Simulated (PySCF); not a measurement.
# CISD/STO-3G run of H2O2 (SMILES OO)

What is the energy change on altering one bond length of H2O2 at CISD/STO-3G? The job is set up through a Python script.

Program for the calculation: PySCF 2.14.0.

9 further runs of the same task are left out: 9 set aside as unsound or not needed.

**1. Starting point**

H2O2 has 4 atoms, charge 0, and is taken as a singlet. SMILES: `OO`. The coordinates come from a PBE0-D4/def2-TZVP relaxation.

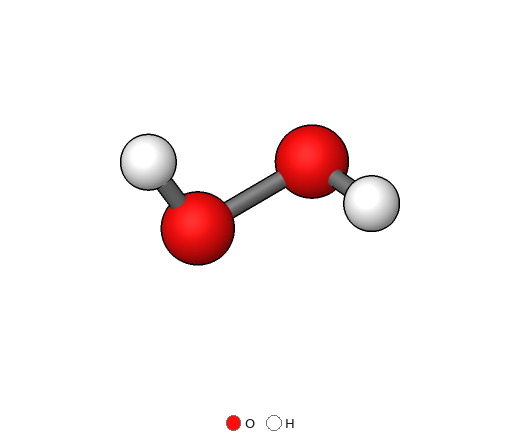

Viewed from a chosen angle; oxygen red, hydrogen white.

**2. A single-point energy at CISD/STO-3G**

Input file input.py:

```python
from pyscf import gto, scf, ci

mol = gto.Mole()
mol.atom = '''
O   -0.486800  -0.581100   0.030600
O    0.048300   0.728400   0.206900
H    0.186400  -1.117000   0.467400
H    0.252100   0.969800  -0.704900
'''
mol.charge = 0
mol.max_memory = 1860
mol.verbose = 3
mol.spin = 0
mol.basis = 'sto-3g'
mol.build()

myscf = scf.RHF(mol)
myscf.conv_tol = 1e-10
myscf.kernel()
if not myscf.converged:
    myscf = myscf.newton().run(myscf.mo_coeff, myscf.mo_occ)

cisd = ci.CISD(myscf, frozen=2)
cisd.kernel()
energy = cisd.e_tot
print('E(%s) = %.9f' % ('CISD', energy))
```

Started as:

```sh
OMP_NUM_THREADS=1 python input.py
```

Output:

```text
converged SCF energy = -148.760540624267
E(RCISD) = -148.8612924259564  E_corr = -0.1007518016891074
E(CISD) = -148.861292426
```

Wall time 0.66 s (1 thread of Arm Neoverse V1, shared host); peak memory 0.1 GiB.

**3. The distorted shape, same level**

Input file run.py:

```python
from pyscf import gto, scf, ci

mol = gto.Mole()
mol.atom = [
    ('O', (-0.621459, -0.473905, -0.056772)),
    ('O', (-0.086359, 0.835595, 0.119528)),
    ('H', (0.186400, -1.117000, 0.467400)),
    ('H', (0.117441, 1.076995, -0.792272)),
]
mol.verbose = 3
mol.max_memory = 1860
mol.charge = 0
mol.basis = 'sto-3g'
mol.build()

mf = scf.RHF(mol)
mf.conv_tol = 1e-10
mf.kernel()
if not mf.converged:
    mf = mf.newton().run(mf.mo_coeff, mf.mo_occ)

cisd = ci.CISD(mf, frozen=2)
cisd.kernel()
etot = cisd.e_tot
print('Final energy', etot)
```

Started as:

```sh
OMP_NUM_THREADS=1 python run.py
```

Output:

```text
converged SCF energy = -148.741994020572
E(RCISD) = -148.8569786499649  E_corr = -0.1149846293927488
Final energy -148.85697864996493
```

Wall time 0.64 s (1 thread of Arm Neoverse V1, shared host); peak memory 0.1 GiB.

**4. Outcome**

At CISD/STO-3G, 2 core orbitals frozen:

```
                                                         quantity          value
                                        first shape: total energy  -148.86129 Eh
                first shape: dipole moment (Hartree–Fock density)         1.57 D
                 first shape: HOMO energy (Hartree–Fock orbitals)       -9.92 eV
                 first shape: LUMO energy (Hartree–Fock orbitals)       13.16 eV
               first shape: HOMO–LUMO gap (Hartree–Fock orbitals)       23.08 eV
         first shape: correlation energy (2 core orbitals frozen)     -100.8 mEh
                                    distorted shape: total energy  -148.85698 Eh
            distorted shape: dipole moment (Hartree–Fock density)         1.49 D
             distorted shape: HOMO energy (Hartree–Fock orbitals)       -9.77 eV
             distorted shape: LUMO energy (Hartree–Fock orbitals)       11.98 eV
           distorted shape: HOMO–LUMO gap (Hartree–Fock orbitals)       21.75 eV
     distorted shape: correlation energy (2 core orbitals frozen)     -115.0 mEh
energy change with the O1–H3 bond stretched from 0.965 to 1.158 Å       0.117 eV
```

**Reading.** With the O1–H3 bond stretched from 0.965 to 1.158 Å the energy rises by 0.12 eV (11.3 kJ/mol). The first shape isn't relaxed at this level, so the change isn't measured from a minimum. The minimal basis adds a large error of its own.
